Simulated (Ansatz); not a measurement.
**Ruthenium, beta-Sn type under BLYP: ground state and equation of state**

Aim: take ruthenium in the beta-Sn type structure, relax it, solve it on a dense k-mesh, then scale the cell to 7 volumes from 88 to 112 % of the relaxed one and try a fit of the equation of state. Spin polarisation is left out. The k-meshes are 14×14×10 for the relaxation; 27×27×19 for the dense run; 18×18×13 for the volumes.

Method: DFT BLYP, plane waves (420 eV) with PAW, scalar-relativistic; PBE-made PAW files, in Ansatz 0.2.0.

## 1. Starting point

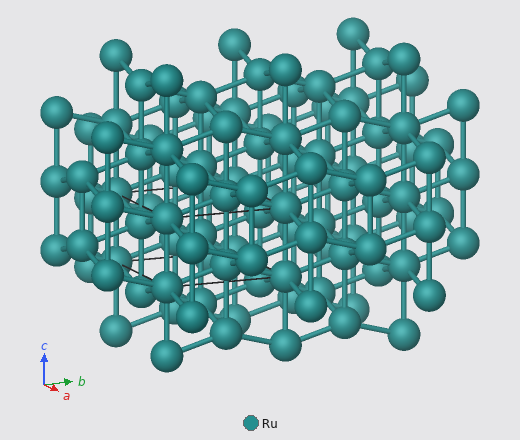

The structure, seen slightly off an axis (ruthenium teal). 1×2×2 conventional cells are drawn; the run uses a primitive one. Any atoms on the faces are drawn again on the opposite ones, and bonded neighbours outside are added.

Structure file:

```xyz
2
Lattice="-2.3533 2.3533 1.2849 2.3533 -2.3533 1.2849 2.3533 2.3533 -1.2849" Properties=species:S:1:pos:R:3 pbc="T T T"
Ru    0.0000    0.0000    0.0000
Ru    0.0000    2.3533    0.6425
```

## 2. Geometry optimisation

Input file input.yaml:

```yaml
crystal:
  lattice:
    - [-2.3533498774, 2.3533498774, 1.2849290331]
    - [2.3533498774, -2.3533498774, 1.2849290331]
    - [2.3533498774, 2.3533498774, -1.2849290331]
  atoms:
    - { symbol: Ru, position: [0.0, 0.0, 0.0] }
    - { symbol: Ru, position: [0.75, 0.25, 0.5] }
hamiltonian:
  xc: blyp
  pseudopotentials:
    kind: paw
    azcp:
      Ru: "pseudopotentials/Ru.paw.azcp"
basis:
  ecutwfc: 420
  fft_grid_basis: typed
kpoints:
  mp_grid: { grid: [14, 14, 10], shift: [0, 0, 0] }
magnetization:
  spin_polarized: false
scf:
  occupations: { method: fermi_dirac, width: 0.1 }
relax:
  max_steps: 60
  f_tol: 0.01
  cell: {}
```

What it wrote:

```text
Warning: crystal.symmetry: narrowed to the stabiliser of the k-point mesh — unitary ops 16 → 4; excluded 12 operations that carry a point of the 14×14×10 mesh (shift [0, 0, 0]) off the mesh (the run samples exactly the mesh kpoints.mp_grid names, as under crystal.symmetry.detect: false, and its converged state has the mesh's symmetry, not the crystal's; ε∞, the Born charges and the force constants of a linear response (`dielectric:` by the response, `phonons.method: dfpt`) are averaged over those of the crystal's operations that the state keeps within a tolerance, where `mesh_tensors`, `unaveraged_element` or `gamma_mean_max_change_ev_ang2` stands beside them; a row that `dielectric.field_direction` solves alone is averaged likewise, with nothing beside; a Γ-centred mesh of equal divisions is mapped onto itself by every operation and keeps the whole group, as does a half-shifted one under kpoints.further_shifts: images)
Warning: RAYON_NUM_THREADS=2 ignored (pool sized by the plan → 2); use --threads N
Engine: ansatz 0.2.0, aarch64-unknown-linux-gnu
Pseudopotentials: kind: paw
Pseudopotential: Ru, paw, valence charge 16, recommended cutoff 420 eV (normal), <dir>
Functional definition: BLYP
  parameter beta = 0.0042
  parameter a = 0.04918
  parameter b = 0.132
  parameter c = 0.2533
  parameter d = 0.349
  exchange = b88_x(beta = beta)
  correlation = lyp_c(a = a, b = b, c = c, d = d)
Crystal: 2 atoms, lattice volume = 28.465 Å³
Basis set: ecut = 420 eV, 541 PW (Γ), exchange–correlation on 48×48×48 points (8 copies of the dense FFT grid, shifted against one another)
Bands: 20, of which v1, the nominal top of the filled ones, is band 16 counted from 1 (15 counted from 0)
Symmetry: 4 space group operations
k-points: 534 of 1960
Non-local potential: Ru, projectors of the file, l = 0: 3, l = 1: 2, l = 2: 2, l = 3: 1
PAW form: soft (Blöchl's): semilocal exchange-correlation on the pseudo side does not see the compensation charge
PAW frozen core: Ru, regenerated for the run's functional, and the local potential with it (the file was generated under x = pbe(κ = 0.804, μ = 0.2195149727645171), c = pbe(β = 0.06672455060314922))
PAW one-centre angular grid: Ru, 590 points (default); XC on 64 Gauss nodes
Initial density: superposition of atomic densities (neutral atoms: chi_scale 0, normalization atom), corrected by the library's trained network
Initial wavefunctions: pseudopotential atomic-orbital guess
Functional: x = b88, c = lyp
SCF iter   1: F=—  HF=-11783.082223 eV  |F-HF|=—  |Δ(HF+E_count)|=         —  Δρ=1.11e-2  dr2=3.31e-2  ethr=1.77e-3  ⟨swp⟩=5.1  Hψ=98292  notcnv=0  defer=41
automatic band count: the SCF goes on with 24 bands, as 20 were too few: the levels above may hold too much charge
preconditioner: auto → none  [metal: Δε(μ)=0.002 eV  Ē_g=11.154 eV  σ=0.100 eV  W_gap=0.00  n_scr=8 (ndim 8)  ℏωp=27.8 eV  f_vac=0.000  D(μ)=3.55/eV (n_scr^D=52)  sad-step TF]
SCF iter   2: F=—  HF=-11783.077813 eV  |F-HF|=—  |Δ(HF+E_count)|=   4.41e-3  Δρ=6.63e-3  dr2=1.22e-2  ethr=1.03e-4  ⟨swp⟩=1.1  Hψ=17123  notcnv=0  defer=130
SCF iter   3: F=—  HF=-11783.075170 eV  |F-HF|=—  |Δ(HF+E_count)|=   2.64e-3  Δρ=6.81e-4  dr2=6.95e-5  ethr=3.80e-5  ⟨swp⟩=2.0  Hψ=17861  notcnv=0  defer=130
SCF iter   4: F=—  HF=-11783.075177 eV  |F-HF|=—  |Δ(HF+E_count)|=   6.83e-6  Δρ=1.08e-4  dr2=1.58e-6  ethr=2.17e-7  ⟨swp⟩=2.4  Hψ=19025  notcnv=0  defer=130
SCF iter   5: F=—  HF=-11783.075178 eV  |F-HF|=—  |Δ(HF+E_count)|=   8.13e-7  Δρ=3.71e-5  dr2=1.81e-7  ethr=4.94e-9  ⟨swp⟩=2.1  Hψ=21175  notcnv=0  defer=130
SCF iter   6: F=-11783.075178 eV  HF=-11783.075178 eV  |F-HF|=6.48e-9  |Δ(HF+E_count)|=   1.88e-8  Δρ=1.07e-5  dr2=1.86e-8  ethr=3.13e-10  ⟨swp⟩=4.0  Hψ=38122  notcnv=0
SCF 1 converged in 6 iterations: F = -11783.075178 eV  dr2 = 1.86e-8
relax step   1: F+E_penalty+E_count = -11783.07517768 eV  Δ(F+E_penalty+E_count) = +0.000e0 eV  max|allowed force component| = 4.903e-3 eV/Å  Δτ_max = 0.0000 Å  P = +35.280 GPa  Ω = 28.465 Å³  (6 SCF iters, dr2 threshold 1.00e-7 eV, accepted)
Crystal: 2 atoms, lattice volume = 32.012 Å³
Basis set: ecut = 420 eV, 617 PW (Γ), exchange–correlation on 48×48×48 points (8 copies of the dense FFT grid, shifted against one another)
Bands: 24, of which v1, the nominal top of the filled ones, is band 16 counted from 1 (15 counted from 0)
Initial density: handed on by an earlier stage of this run
Initial wavefunctions: those handed on with the density
iter 1 solved again at ethr=1.83e-5 eV; its pass at ethr=3.10e-3 eV (dr2=5.87e-3 eV) is discarded
SCF iter   1: F=—  HF=-11783.457598 eV  |F-HF|=—  |Δ(HF+E_count)|=         —  Δρ=6.43e-3  dr2=5.62e-3  ethr=1.83e-5  ⟨swp⟩=2.9  Hψ=76702  notcnv=0
preconditioner: auto → Kerker (q_TF=auto, 2.728 Å⁻¹)  [metal: Δε(μ)=0.000 eV  Ē_g=10.065 eV  σ=0.100 eV  W_gap=0.00  n_scr=16 (ndim 8)  ℏωp=26.3 eV  f_vac=0.000  D(μ)=3.90/eV (n_scr^D=54)]
SCF iter   2: F=—  HF=-11783.457641 eV  |F-HF|=—  |Δ(HF+E_count)|=   4.31e-5  Δρ=3.68e-3  dr2=1.97e-3  ethr=1.76e-5  ⟨swp⟩=1.0  Hψ=12816  notcnv=0
SCF iter   3: F=—  HF=-11783.457802 eV  |F-HF|=—  |Δ(HF+E_count)|=   1.61e-4  Δρ=4.26e-4  dr2=5.85e-5  ethr=6.15e-6  ⟨swp⟩=1.9  Hψ=16631  notcnv=0
SCF iter   4: F=—  HF=-11783.457819 eV  |F-HF|=—  |Δ(HF+E_count)|=   1.64e-5  Δρ=1.32e-4  dr2=4.04e-6  ethr=1.83e-7  ⟨swp⟩=2.2  Hψ=16528  notcnv=0
iter 5 did not close the SCF: its close was put off for the readings that it lacked (scf_convergence_deferred on its scf_iter line)
SCF iter   5: F=-11783.457820 eV  HF=-11783.457820 eV  |F-HF|=1.25e-7  |Δ(HF+E_count)|=   1.40e-6  Δρ=3.07e-5  dr2=1.88e-7  ethr=1.26e-8  ⟨swp⟩=2.0  Hψ=17873  notcnv=0
SCF iter   6: F=-11783.457820 eV  HF=-11783.457820 eV  |F-HF|=7.09e-10  |Δ(HF+E_count)|=   1.45e-7  Δρ=7.91e-6  dr2=1.34e-8  ethr=5.89e-10  ⟨swp⟩=2.5  Hψ=43287  notcnv=0
SCF 2 converged in 6 iterations: F = -11783.457820 eV  dr2 = 1.34e-8
relax step   2: F+E_penalty+E_count = -11783.45782028 eV  Δ(F+E_penalty+E_count) = -3.826e-1 eV  max|allowed force component| = 3.224e-3 eV/Å  Δτ_max = 0.0002 Å  P = +1.891 GPa  Ω = 32.012 Å³  energy of the carried Pulay correction = -9.943e-4 eV  (6 SCF iters, dr2 threshold 2.00e-7 eV, accepted)
Crystal: 2 atoms, lattice volume = 32.295 Å³
Basis set: ecut = 420 eV, 633 PW (Γ), exchange–correlation on 48×48×48 points (8 copies of the dense FFT grid, shifted against one another)
iter 1 solved again at ethr=1.61e-6 eV; its pass at ethr=3.10e-3 eV (dr2=5.14e-4 eV) is discarded
SCF iter   1: F=—  HF=-11783.470258 eV  |F-HF|=—  |Δ(HF+E_count)|=         —  Δρ=2.62e-3  dr2=5.89e-4  ethr=1.61e-6  ⟨swp⟩=2.0  Hψ=73634  notcnv=0
preconditioner: auto → Kerker (q_TF=auto, 2.724 Å⁻¹)  [metal: Δε(μ)=0.000 eV  Ē_g=10.003 eV  σ=0.100 eV  W_gap=0.00  n_scr=16 (ndim 8)  ℏωp=26.1 eV  f_vac=0.000  D(μ)=3.79/eV (n_scr^D=52)]
SCF iter   2: F=—  HF=-11783.470204 eV  |F-HF|=—  |Δ(HF+E_count)|=   5.47e-5  Δρ=1.34e-3  dr2=1.80e-4  ethr=1.61e-6  ⟨swp⟩=1.0  Hψ=12816  notcnv=0
SCF iter   3: F=—  HF=-11783.470209 eV  |F-HF|=—  |Δ(HF+E_count)|=   5.64e-6  Δρ=1.67e-4  dr2=6.55e-6  ethr=5.62e-7  ⟨swp⟩=1.0  Hψ=12816  notcnv=0
iter 4 did not close the SCF: its close was put off for the readings that it lacked (scf_convergence_deferred on its scf_iter line)
SCF iter   4: F=-11783.470210 eV  HF=-11783.470210 eV  |F-HF|=4.43e-8  |Δ(HF+E_count)|=   5.88e-7  Δρ=3.15e-5  dr2=1.57e-7  ethr=2.05e-8  ⟨swp⟩=2.1  Hψ=17211  notcnv=0
iter 5 did not close the SCF: its close was put off for the readings that it lacked (scf_convergence_deferred on its scf_iter line)
SCF iter   5: F=-11783.470210 eV  HF=-11783.470210 eV  |F-HF|=1.38e-9  |Δ(HF+E_count)|=   5.88e-8  Δρ=5.66e-6  dr2=5.41e-9  ethr=4.92e-10  ⟨swp⟩=2.7  Hψ=20048  notcnv=0
SCF iter   6: F=-11783.470210 eV  HF=-11783.470210 eV  |F-HF|=1.64e-10  |Δ(HF+E_count)|=   2.10e-9  Δρ=1.31e-6  dr2=3.00e-10  ethr=1.69e-11  ⟨swp⟩=1.7  Hψ=37949  notcnv=0
SCF 3 converged in 6 iterations: F = -11783.470210 eV  dr2 = 3.00e-10
relax step   3: F+E_penalty+E_count = -11783.47020979 eV  Δ(F+E_penalty+E_count) = -1.239e-2 eV  max|allowed force component| = 3.675e-3 eV/Å  Δτ_max = 0.0001 Å  P = +0.170 GPa  Ω = 32.295 Å³  energy of the carried Pulay correction = -1.068e-3 eV  (6 SCF iters, dr2 threshold 2.00e-7 eV, accepted)
[... from here on, the SCF cycles and remarks between the steps are left out ...]
relax step   4: F+E_penalty+E_count = -11783.48931702 eV  Δ(F+E_penalty+E_count) = -1.911e-2 eV  max|allowed force component| = 4.401e-2 eV/Å  Δτ_max = 0.0065 Å  P = +0.259 GPa  Ω = 32.485 Å³  energy of the carried Pulay correction = -1.116e-3 eV  (6 SCF iters, dr2 threshold 2.00e-7 eV, accepted)
relax step   5: F+E_penalty+E_count = -11783.49325911 eV  Δ(F+E_penalty+E_count) = -3.942e-3 eV  max|allowed force component| = 3.803e-2 eV/Å  Δτ_max = 0.0039 Å  P = -0.067 GPa  Ω = 32.464 Å³  energy of the carried Pulay correction = -1.110e-3 eV  (6 SCF iters, dr2 threshold 2.00e-7 eV, accepted)
relax step   6: F+E_penalty+E_count = -11783.52215340 eV  Δ(F+E_penalty+E_count) = -2.889e-2 eV  max|allowed force component| = 7.440e-2 eV/Å  Δτ_max = 0.0288 Å  P = -0.676 GPa  Ω = 32.303 Å³  energy of the carried Pulay correction = -1.068e-3 eV  (6 SCF iters, dr2 threshold 2.00e-7 eV, accepted)
relax step   7: F+E_penalty+E_count = -11783.59440887 eV  Δ(F+E_penalty+E_count) = -7.226e-2 eV  max|allowed force component| = 2.496e-1 eV/Å  Δτ_max = 0.0287 Å  P = -0.606 GPa  Ω = 31.977 Å³  energy of the carried Pulay correction = -9.820e-4 eV  (6 SCF iters, dr2 threshold 2.00e-7 eV, accepted)
relax step   8: F+E_penalty+E_count = -11783.71472655 eV  Δ(F+E_penalty+E_count) = -1.203e-1 eV  max|allowed force component| = 4.389e-1 eV/Å  Δτ_max = 0.0304 Å  P = +0.385 GPa  Ω = 31.518 Å³  energy of the carried Pulay correction = -8.593e-4 eV  (6 SCF iters, dr2 threshold 2.00e-7 eV, accepted)
relax step   9: F+E_penalty+E_count = -11783.88841413 eV  Δ(F+E_penalty+E_count) = -1.737e-1 eV  max|allowed force component| = 2.962e-1 eV/Å  Δτ_max = 0.0337 Å  P = +2.313 GPa  Ω = 31.024 Å³  energy of the carried Pulay correction = -7.257e-4 eV  (6 SCF iters, dr2 threshold 2.00e-7 eV, accepted)
relax step  10: F+E_penalty+E_count = -11784.08834538 eV  Δ(F+E_penalty+E_count) = -1.999e-1 eV  max|allowed force component| = 2.282e-1 eV/Å  Δτ_max = 0.0203 Å  P = +3.505 GPa  Ω = 30.608 Å³  energy of the carried Pulay correction = -6.116e-4 eV  (6 SCF iters, dr2 threshold 2.00e-7 eV, accepted)
relax step  11: F+E_penalty+E_count = -11784.26658072 eV  Δ(F+E_penalty+E_count) = -1.782e-1 eV  max|allowed force component| = 1.450e-1 eV/Å  Δτ_max = 0.0151 Å  P = -0.001 GPa  Ω = 30.432 Å³  energy of the carried Pulay correction = -5.629e-4 eV  (6 SCF iters, dr2 threshold 2.00e-7 eV, accepted)
relax step  12: F+E_penalty+E_count = -11784.23429038 eV  Δ(F+E_penalty+E_count) = +3.229e-2 eV  max|allowed force component| = 3.859e-2 eV/Å  Δτ_max = 0.0229 Å  P = +2.880 GPa  Ω = 29.589 Å³  energy of the carried Pulay correction = -3.266e-4 eV  (6 SCF iters, dr2 threshold 2.00e-7 eV, rejected (line search))
relax step  13: F+E_penalty+E_count = -11784.28563960 eV  Δ(F+E_penalty+E_count) = -1.906e-2 eV  max|allowed force component| = 5.674e-2 eV/Å  Δτ_max = 0.0088 Å  P = -1.189 GPa  Ω = 30.371 Å³  energy of the carried Pulay correction = -5.470e-4 eV  (8 SCF iters, accepted)
relax step  14: F+E_penalty+E_count = -11784.28785705 eV  Δ(F+E_penalty+E_count) = -2.217e-3 eV  max|allowed force component| = 2.064e-2 eV/Å  Δτ_max = 0.0055 Å  P = +1.258 GPa  Ω = 30.051 Å³  energy of the carried Pulay correction = -4.570e-4 eV  (6 SCF iters, dr2 threshold 2.00e-7 eV, accepted)
relax step  15: F+E_penalty+E_count = -11784.28834835 eV  Δ(F+E_penalty+E_count) = -4.913e-4 eV  max|allowed force component| = 4.383e-3 eV/Å  Δτ_max = 0.0023 Å  P = -0.357 GPa  Ω = 30.207 Å³  energy of the carried Pulay correction = -5.010e-4 eV  (6 SCF iters, dr2 threshold 2.00e-7 eV, accepted)
relax step  16: F+E_penalty+E_count = -11784.28849772 eV  Δ(F+E_penalty+E_count) = -1.494e-4 eV  max|allowed force component| = 2.550e-4 eV/Å  Δτ_max = 0.0002 Å  P = -0.004 GPa  Ω = 30.182 Å³  energy of the carried Pulay correction = -4.940e-4 eV  (6 SCF iters, dr2 threshold 2.00e-7 eV, accepted)
relax step  17: F+E_penalty+E_count = -11784.41409647 eV  Δ(F+E_penalty+E_count) = -1.256e-1 eV  max|allowed force component| = 8.689e-3 eV/Å  Δτ_max = 0.0000 Å  P = +6.430 GPa  Ω = 30.182 Å³  stress off target by 9.52e0 GPa  SCF on the basis re-selected at this cell (its energy is not comparable with the rows above)  (8 SCF iters)
relax step  18: F+E_penalty+E_count = -11784.44650214 eV  Δ(F+E_penalty+E_count) = -3.241e-2 eV  max|allowed force component| = 7.270e-4 eV/Å  Δτ_max = 0.0045 Å  P = +2.353 GPa  Ω = 30.700 Å³  energy of the carried Pulay correction = -1.534e-4 eV  (6 SCF iters, dr2 threshold 2.00e-7 eV, accepted)
relax step  19: F+E_penalty+E_count = -11784.44910256 eV  Δ(F+E_penalty+E_count) = -2.600e-3 eV  max|allowed force component| = 3.969e-2 eV/Å  Δτ_max = 0.0019 Å  P = -0.560 GPa  Ω = 31.147 Å³  energy of the carried Pulay correction = -3.168e-4 eV  (6 SCF iters, dr2 threshold 2.00e-7 eV, accepted)
relax step  20: F+E_penalty+E_count = -11784.45103953 eV  Δ(F+E_penalty+E_count) = -1.937e-3 eV  max|allowed force component| = 1.969e-2 eV/Å  Δτ_max = 0.0020 Å  P = +0.067 GPa  Ω = 31.050 Å³  energy of the carried Pulay correction = -2.813e-4 eV  (6 SCF iters, dr2 threshold 2.00e-7 eV, accepted)
relax step  21: F+E_penalty+E_count = -11784.45108109 eV  Δ(F+E_penalty+E_count) = -4.156e-5 eV  max|allowed force component| = 9.114e-4 eV/Å  Δτ_max = 0.0011 Å  P = +0.012 GPa  Ω = 31.047 Å³  energy of the carried Pulay correction = -2.799e-4 eV  (6 SCF iters, dr2 threshold 9.41e-8 eV, accepted)
iter 1 solved again at ethr=1.42e-8 eV; its pass at ethr=3.10e-3 eV (dr2=4.54e-6 eV) is discarded
SCF iter   1: F=—  HF=-11784.451306 eV  |F-HF|=—  |Δ(HF+E_count)|=         —  Δρ=1.40e-4  dr2=2.79e-7  ethr=1.42e-8  ⟨swp⟩=3.1  Hψ=89589  notcnv=0
SCF iter   2: F=—  HF=-11784.451337 eV  |F-HF|=—  |Δ(HF+E_count)|=   3.14e-5  Δρ=6.92e-5  dr2=6.44e-8  ethr=8.72e-10  ⟨swp⟩=1.9  Hψ=19224  notcnv=0
SCF iter   3: F=—  HF=-11784.451348 eV  |F-HF|=—  |Δ(HF+E_count)|=   1.06e-5  Δρ=4.52e-6  dr2=3.15e-9  ethr=2.01e-10  ⟨swp⟩=2.0  Hψ=16937  notcnv=0
SCF iter   4: F=—  HF=-11784.451348 eV  |F-HF|=—  |Δ(HF+E_count)|=   2.57e-8  Δρ=9.85e-7  dr2=4.29e-10  ethr=9.85e-12  ⟨swp⟩=2.1  Hψ=17632  notcnv=0
iter 5 did not close the SCF: its close was put off for the readings that it lacked (scf_convergence_deferred on its scf_iter line)
SCF iter   5: F=-11784.451348 eV  HF=-11784.451348 eV  |F-HF|=5.09e-11  |Δ(HF+E_count)|=  4.04e-10  Δρ=3.27e-7  dr2=6.47e-12  ethr=1.34e-12  ⟨swp⟩=2.0  Hψ=19646  notcnv=0
SCF iter   6: F=-11784.451348 eV  HF=-11784.451348 eV  |F-HF|=7.28e-12  |Δ(HF+E_count)|=  4.73e-11  Δρ=6.29e-8  dr2=2.58e-13  ethr=1.00e-12  ⟨swp⟩=4.0  Hψ=49638  notcnv=0
SCF 22 converged in 6 iterations: F = -11784.451348 eV  dr2 = 2.58e-13
relax step  22: F+E_penalty+E_count = -11784.45134772 eV  Δ(F+E_penalty+E_count) = -2.666e-4 eV  max|allowed force component| = 9.133e-4 eV/Å  Δτ_max = 0.0000 Å  P = +0.001 GPa  Ω = 31.047 Å³  stress off target by 1.34e-2 GPa  SCF on the basis re-selected at this cell (its energy is not comparable with the rows above)  (6 SCF iters)
basis re-selected at this cell: Δ(F+E_penalty+E_count) = -2.666e-4 eV, ΔP = -0.010 GPa vs the last step (what re-selecting the basis moved, of the pressure what is left beyond the Pulay correction that the steps carried, after the strain that the cell walked since its last selection, with what the two solves' SCF thresholds leave and, on support functions, any second-order correction that the steps lacked; it is no measure of the basis error at this ecutwfc). This SCF's stress stands 1.34e-2 GPa from its target on what of the cell is left free (relax.cell.stress_tol is 5.00e-2 GPa) and its largest allowed force component is 9.13e-4 eV/Å (relax.f_tol is 1.00e-2 eV/Å): within both
SCF converged after 6 iterations
Free energy (F): -11784.451348 eV
Harris-Foulkes:  -11784.451348 eV  (|F-HF|=7.28e-12)
Internal energy: -11784.391435 eV  (E = F + TS)
E sigma→0 (E₀):  -11784.421391 eV
Entropy (-TS):   -0.059913 eV (-29.956 meV/atom)
Fermi energy:    20.446688 eV
--- Per-component energies (eV) ---
  E_band       = -195.245738
  E_kinetic    = 1027.359139
  E_local      = -2955.311008  (includes V_loc(G=0)·N_el)
  E_nonlocal   = 687.449316
  E_hartree    = 977.365712
  E_xc         = -373.181460
  E_vxc        = -467.525219  (∫ρ·V_xc dr)
  E_paw        = -6956.547599  (= ΣΔE_a)
  E_vpaw       = -441.948942  (= ΣTr[D̂ρ^β])
  E_aug_tail   = -0.000432  (compensation charges beyond the density's cutoff)
  E_ewald      = -4191.703253
  E_core_change = 0.178150  (= ΣΔE_core)
  E_smearing   = -0.059913  (= −TS)
  E_closure    = 0.000000  (closes the sum)
  Σ components = -11784.451348   (vs F -11784.451348, Δ=0.00e0)
--- Forces (eV/Å), atoms counted from 1 ---
  atom   1  Ru     0.00091330    -0.00091330     0.00000000
  atom   2  Ru    -0.00091330     0.00091330    -0.00000000
  max |Σ_I F_I| component: 0.00e0 eV/Å
--- Stress (GPa, compression-positive) ---
        0.001925       0.006407      -0.005685
        0.006407       0.001925      -0.005685
       -0.005685      -0.005685       0.000520
  P = ⅓ Tr σ = 0.0015 GPa (0.015 kbar)
--- Relaxed structure (20 steps of the walk, 19 accepted, 2 SCFs on fresh bases) ---
  F+E_penalty+E_count = -11784.45134772 eV   max|allowed force component| = 9.133e-4 eV/Å   (the final SCF, on the basis selected at the relaxed cell)
  cell:  # Å, volume = 31.0474 Å³
    - [-3.0710266531043215, 2.648786539656302, 1.3621942985173923]
    - [2.648786539656302, -3.0710266531043215, 1.3621942985173923]
    - [2.3233655895268113, 2.3233655895268113, -2.135527839607148]
  atoms:
    - { symbol: Ru, position: [-0.019961158980395785, 0.019961158980395785, 0.0] }
    - { symbol: Ru, position: [0.7699611589803956, 0.2300388410196042, 0.5] }
```

Wall time 3.4 min (2 threads of an Arm CPU, shared host); peak memory 0.58 GiB.

The steps of the relaxation:

| step | energy change (meV/atom) | largest force (eV/Å) | pressure (GPa) | volume (Å³/atom) | accepted |
| --- | --- | --- | --- | --- | --- |
| 1 | 0.00 | 0.0049 | 35.28 | 14.233 | yes |
| 2 | -191.32 | 0.0032 | 1.89 | 16.006 | yes |
| 3 | -197.52 | 0.0037 | 0.17 | 16.147 | yes |
| 4 | -207.07 | 0.0440 | 0.26 | 16.243 | yes |
| 5 | -209.04 | 0.0380 | -0.07 | 16.232 | yes |
| 6 | -223.49 | 0.0744 | -0.68 | 16.151 | yes |
| 7 | -259.62 | 0.2496 | -0.61 | 15.988 | yes |
| 8 | -319.77 | 0.4389 | 0.38 | 15.759 | yes |
| 9 | -406.62 | 0.2962 | 2.31 | 15.512 | yes |
| 10 | -506.58 | 0.2282 | 3.50 | 15.304 | yes |
| 11 | -595.70 | 0.1450 | 0.00 | 15.216 | yes |
| 12 | -579.56 | 0.0386 | 2.88 | 14.795 | no |
| 13 | -605.23 | 0.0567 | -1.19 | 15.186 | yes |
| 14 | -606.34 | 0.0206 | 1.26 | 15.025 | yes |
| 15 | -606.59 | 0.0044 | -0.36 | 15.104 | yes |
| 16 | -606.66 | 0.0003 | 0.00 | 15.091 | yes |
| 17 | -669.46 | 0.0087 | 6.43 | 15.091 | yes |
| 18 | -685.66 | 0.0007 | 2.35 | 15.350 | yes |
| 19 | -686.96 | 0.0397 | -0.56 | 15.573 | yes |
| 20 | -687.93 | 0.0197 | 0.07 | 15.525 | yes |
| 21 | -687.95 | 0.0009 | 0.01 | 15.524 | yes |
| 22 | -688.09 | 0.0009 | 0.00 | 15.524 | yes |

Steps that repeat a cell are solved on a basis chosen anew, so their changes of energy are no gain of the relaxation.

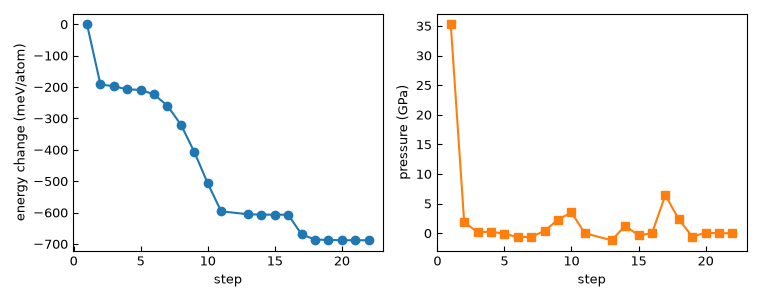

Energy and pressure over the accepted steps.

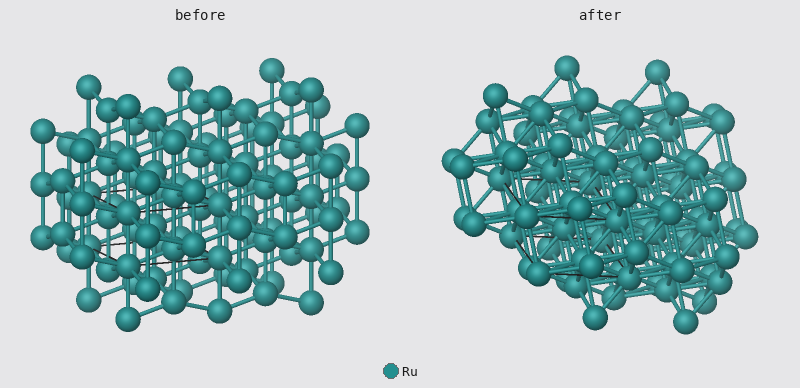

Before and after, at one scale. The cells drawn are those of the first picture.

Changes in the cell that was computed:

|  | before | after | change |
| --- | --- | --- | --- |
| a (Å) | 3.568 | 4.278 | +19.9 % |
| b (Å) | 3.568 | 4.278 | +19.9 % |
| c (Å) | 3.568 | 3.919 | +9.8 % |
| α (°) | 97.45 | 103.42 | +6.1 % |
| β (°) | 97.45 | 103.42 | +6.1 % |
| γ (°) | 137.78 | 141.95 | +3.0 % |
| volume (Å³/atom) | 14.233 | 15.524 | +9.1 % |
| shortest distance (Å) | 2.439 | 2.593 | +6.3 % |
| space group (spins left aside) | I4_1/amd | Cmcm | changed |

(Part 1 of 2 ends here.)
